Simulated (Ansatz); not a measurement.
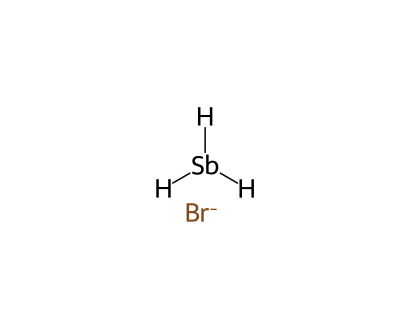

Structural formula above. The species has charge −1 and is a spin singlet. The computed structure is the end point of a PBE0-D4/def2-TZVPD optimisation.

Describe the 3D structure.

Formula BrH3Sb(-). Its SMILES string is `[Br-].[SbH3]`. Judged by distances it falls into 2 fragments: Br, SbH3. Coordination: 1 Sb trigonal pyramidal.

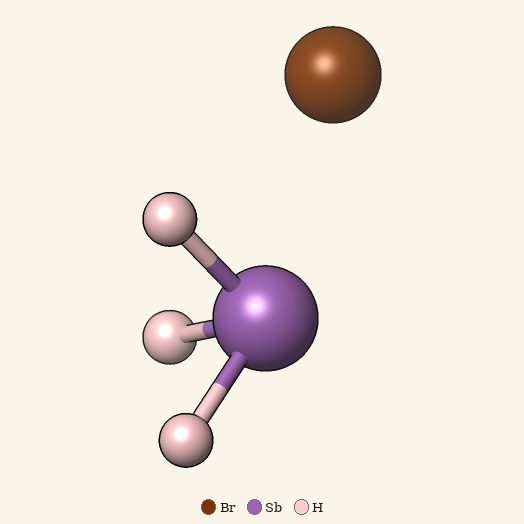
